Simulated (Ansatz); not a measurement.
# AlNH3Cl (SMILES [NH2][AlH][Cl]) at 5 levels

Wanted: a comparison of 5 runs (HF/def2-SVP, B3LYP/6-31G*, PBE0/def2-SVP, PBE/def2-TZVP) of AlNH3Cl. 

The calculation is run with Ansatz 0.2.0.

3 further runs of the same task are left out: 2 for a known fault of the program, 1 set aside as unsound or not needed.

## Step 1: The system as given

AlNH3Cl: 6 atoms, total charge 0, spin state singlet. SMILES: `[NH2][AlH][Cl]`. The coordinates come from a PBE0-D4/def2-TZVP relaxation.

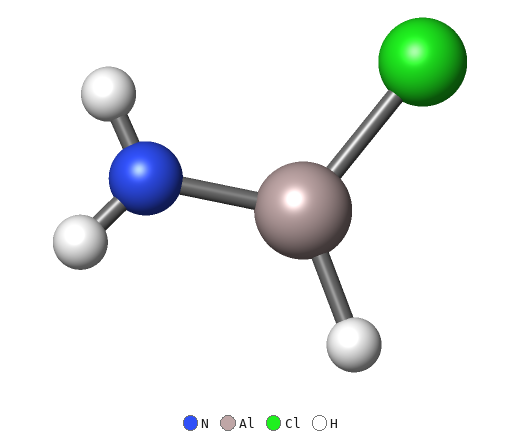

Viewed from a chosen angle; nitrogen blue, aluminium light grey, chlorine green, hydrogen white.

## Step 2: Energy and forces at HF/def2-SVP (run 1)

Contents of job.yaml:

```yaml
crystal:
  periodic: [false, false, false]
  atoms:
    - {symbol: "N", position_ang: [-0.631100, 0.250900, -0.718800]}
    - {symbol: Al, position_ang: [0.477600, -0.073800, 0.603600]}
    - {symbol: Cl, position_ang: [1.413500, -1.951500, 0.645600]}
    - {symbol: H, position_ang: [-1.134300, 1.115000, -0.838800]}
    - {symbol: H, position_ang: [-0.852600, -0.395100, -1.458900]}
    - {symbol: H, position_ang: [0.769000, 0.990400, 1.721000]}
basis:
  gaussian: {orbitals: def2-SVP}
hamiltonian: {xc: hf}
accuracy: high
output: {forces: true, orbitals: {seedname: orbitals}}
```

On the command line:

```console
$ ansatz run job.yaml --threads 1 --pin off --max-ram 2610MiB --events-out events.jsonl --progress --plain --runs-dir runs
```

What it wrote:

```text
Warning: RAYON_NUM_THREADS=1 ignored (pool sized by the plan → 1); use --threads N
Functional definition: HF
  name "HF"
  exchange = exact_x
  correlation = 0
1338 factors; integrals over basis functions are off by at most 7.5e-9 eV
mean field evaluation 1: about -20609.0889 eV, gradient 3.3e1 eV
mean field evaluation 2: about -20609.0939 eV, gradient 3.3e1 eV
mean field evaluation 4: about -20611.5634 eV, gradient 2.1e0 eV
mean field evaluation 8: about -20611.5828 eV, gradient 7.4e-5 eV
mean field -20611.58283178 eV, -757.4616980351 hartree, gradient 2.5e-8 eV, S^2 0.000000; 0 other end points of the search recorded, 0 dependent functions left out
the calculation of the forces begins
reference -20611.58283178 eV, -757.4616980351 hartree; 20, 20 occupied and 45, 45 virtual orbitals, 1338 factors
Total energy: -20611.58283178 eV, -757.4616980351 hartree
Atom 0 at    -0.631100     0.250900    -0.718800 Å, force    -0.146829     0.065765    -0.159309 eV/Å
Atom 1 at     0.477600    -0.073800     0.603600 Å, force    -0.073673     0.254660     0.067698 eV/Å
Atom 2 at     1.413500    -1.951500     0.645600 Å, force     0.120384    -0.210158     0.026569 eV/Å
Atom 3 at    -1.134300     1.115000    -0.838800 Å, force     0.093855    -0.242035    -0.031860 eV/Å
Atom 4 at    -0.852600    -0.395100    -1.458900 Å, force     0.013588     0.205501     0.156295 eV/Å
Atom 5 at     0.769000     0.990400     1.721000 Å, force    -0.007325    -0.073732    -0.059394 eV/Å
Dipole moment:    -0.305703     0.318013    -0.211348 e Å
```

Wall time 1.6 s (1 thread of Arm Neoverse V2, shared host); peak memory 0.15 GiB.

## Step 3: Energy and forces at B3LYP/6-31G(d) (spherical functions) (run 2)

Contents of job.yaml:

```yaml
crystal:
  periodic: [false, false, false]
  atoms:
    - symbol: N
      position_ang: [-0.631100, 0.250900, -0.718800]
    - symbol: Al
      position_ang: [0.477600, -0.073800, 0.603600]
    - symbol: Cl
      position_ang: [1.413500, -1.951500, 0.645600]
    - symbol: H
      position_ang: [-1.134300, 1.115000, -0.838800]
    - symbol: H
      position_ang: [-0.852600, -0.395100, -1.458900]
    - symbol: H
      position_ang: [0.769000, 0.990400, 1.721000]
basis:
  gaussian:
    orbitals: 6-31G_st_-spherical.json
hamiltonian:
  xc: {name: B3LYP}
accuracy: high
output: {forces: true, orbitals: {seedname: orbitals}}
```

The basis set 6-31G* is read from a file made from the Basis Set Exchange's data (not shown).

On the command line:

```console
$ ansatz run job.yaml --threads 1 --pin off --max-ram 2610MiB --events-out events.jsonl --progress --plain --runs-dir runs
```

What it wrote:

```text
Warning: RAYON_NUM_THREADS=1 ignored (pool sized by the plan → 1); use --threads N
Functional definition: B3LYP
  name "B3LYP"
  parameter a0 = 0.2
  parameter ax = 0.72
  parameter ac = 0.81
  exchange = (1 - a0 - ax)*slater_x + ax*b88_x + a0*exact_x
  correlation = (1 - ac)*vwn_rpa_c + ac*lyp_c
1186 factors; integrals over basis functions are off by at most 7.0e-9 eV
mean field evaluation 1: about -20653.9086 eV, gradient 5.9e1 eV
mean field evaluation 2: about -20632.3662 eV, gradient 1.0e2 eV
mean field evaluation 4: about -20660.9327 eV, gradient 4.6e0 eV
mean field evaluation 8: about -20661.0912 eV, gradient 1.3e-1 eV
mean field evaluation 16: about -20661.0912 eV, gradient 5.0e-6 eV
mean field -20661.09124698 eV, -759.2810987360 hartree, gradient 2.9e-8 eV, S^2 0.000000; 0 other end points of the search recorded, 0 dependent functions left out
the calculation of the forces begins
reference -20661.09128429 eV, -759.2811001070 hartree; 20, 20 occupied and 36, 36 virtual orbitals, 1186 factors
Total energy: -20661.09128429 eV, -759.2811001070 hartree
Atom 0 at    -0.631100     0.250900    -0.718800 Å, force    -0.067370     0.010065    -0.086584 eV/Å
Atom 1 at     0.477600    -0.073800     0.603600 Å, force     0.086709     0.205819     0.257929 eV/Å
Atom 2 at     1.413500    -1.951500     0.645600 Å, force     0.159982    -0.310676     0.014196 eV/Å
Atom 3 at    -1.134300     1.115000    -0.838800 Å, force    -0.130533     0.234693    -0.024102 eV/Å
Atom 4 at    -0.852600    -0.395100    -1.458900 Å, force    -0.060193    -0.169595    -0.197270 eV/Å
Atom 5 at     0.769000     0.990400     1.721000 Å, force     0.011404     0.029694     0.035829 eV/Å
Dipole moment:    -0.346775     0.345916    -0.249733 e Å
```

Wall time 5.4 s (1 thread of Arm Neoverse V2, shared host); peak memory 0.17 GiB.

Runs 3 to 4 aren't shown in full; the table further down has their settings and results.

## Step 4: Energy and forces at PBE/def2-TZVP (run 5)

Contents of molecule.yaml:

```yaml
crystal:
  periodic: [false, false, false]
  atoms:
    - symbol: "N"
      position_ang: [-0.631100, 0.250900, -0.718800]
    - symbol: Al
      position_ang: [0.477600, -0.073800, 0.603600]
    - symbol: Cl
      position_ang: [1.413500, -1.951500, 0.645600]
    - symbol: H
      position_ang: [-1.134300, 1.115000, -0.838800]
    - symbol: H
      position_ang: [-0.852600, -0.395100, -1.458900]
    - symbol: H
      position_ang: [0.769000, 0.990400, 1.721000]
basis:
  gaussian:
    orbitals: def2-TZVP
hamiltonian:
  xc: {name: PBE}
accuracy: high
output:
  forces: true
  orbitals: {seedname: orbitals}
```

On the command line:

```console
$ ansatz run molecule.yaml --threads 1 --pin off --max-ram 2610MiB --events-out events.jsonl --progress --plain --runs-dir runs
```

What it wrote:

```text
Warning: RAYON_NUM_THREADS=1 ignored (pool sized by the plan → 1); use --threads N
Functional definition: PBE
  name "PBE"
  parameter kappa = 0.804
  parameter beta = 0.06672455060314922
  exchange = pbe_x(kappa = kappa, mu = beta*pi^2/3)
  correlation = pbe_c(beta = beta)
2083 factors; integrals over basis functions are off by at most 3.8e-9 eV
mean field evaluation 1: about -20640.7111 eV, gradient 7.6e1 eV
mean field evaluation 2: about -20588.5617 eV, gradient 1.4e2 eV
mean field evaluation 4: about -20651.4610 eV, gradient 1.3e1 eV
mean field evaluation 8: about -20651.7891 eV, gradient 3.6e-1 eV
mean field evaluation 16: about -20651.7895 eV, gradient 7.8e-5 eV
mean field -20651.78945363 eV, -758.9392641353 hartree, gradient 2.8e-8 eV, S^2 0.000000; 0 other end points of the search recorded, 0 dependent functions left out
the calculation of the forces begins
reference -20651.78945714 eV, -758.9392642644 hartree; 20, 20 occupied and 103, 103 virtual orbitals, 2083 factors
Total energy: -20651.78945714 eV, -758.9392642644 hartree
Atom 0 at    -0.631100     0.250900    -0.718800 Å, force     0.037722    -0.003564     0.050161 eV/Å
Atom 1 at     0.477600    -0.073800     0.603600 Å, force     0.106789     0.041398     0.175718 eV/Å
Atom 2 at     1.413500    -1.951500     0.645600 Å, force     0.113247    -0.222279     0.008497 eV/Å
Atom 3 at    -1.134300     1.115000    -0.838800 Å, force    -0.191456     0.330229    -0.044702 eV/Å
Atom 4 at    -0.852600    -0.395100    -1.458900 Å, force    -0.083967    -0.244597    -0.280482 eV/Å
Atom 5 at     0.769000     0.990400     1.721000 Å, force     0.017666     0.098812     0.090807 eV/Å
Dipole moment:    -0.292898     0.275181    -0.222311 e Å
```

Wall time 11 s (1 thread of Arm Neoverse V2, shared host); peak memory 0.32 GiB.

## Step 5: The series

| run | level | Cartesian functions | energy (Eh) | dipole moment (D) | HOMO energy (eV) | LUMO energy (eV) | wall time |
| --- | --- | --- | --- | --- | --- | --- | --- |
| 1 | HF/def2-SVP | no | -757.461698 | 2.35 | -11.15 | 2.60 | 1.6 s |
| 2 | B3LYP/6-31G* (spherical functions) | no | -759.281100 | 2.64 | -7.32 | -0.50 | 5.4 s |
| 3 | B3LYP/6-31G* (Cartesian functions) | yes | -759.287126 | 2.63 | -7.32 | -0.50 | 6 s |
| 4 | PBE0/def2-SVP | no | -758.692301 | 2.39 | -7.62 | -0.22 | 5.1 s |
| 5 | PBE/def2-TZVP | no | -758.939264 | 2.21 | -6.41 | -1.22 | 11 s |

## Step 6: Outcome

| quantity | value |
| --- | --- |
| run 5: total energy | -758.93926 Eh |
| run 5: dipole moment | 2.21 D |
| run 5: HOMO energy | -6.41 eV |
| run 5: LUMO energy | -1.22 eV |
| run 5: HOMO–LUMO gap | 5.19 eV |
| run 5: largest force on an atom | 0.384 eV/Å |

**Reading.** The dipole moment (its size) runs from 2.21 D (PBE/def2-TZVP) to 2.64 D (B3LYP/6-31G*). The two ends differ in method and basis. The HOMO–LUMO gap runs from 5.19 eV (PBE/def2-TZVP) to 13.75 eV (HF/def2-SVP). Totals of different functionals can't be ranked against each other. All runs together took 29 s, the longest 11 s.
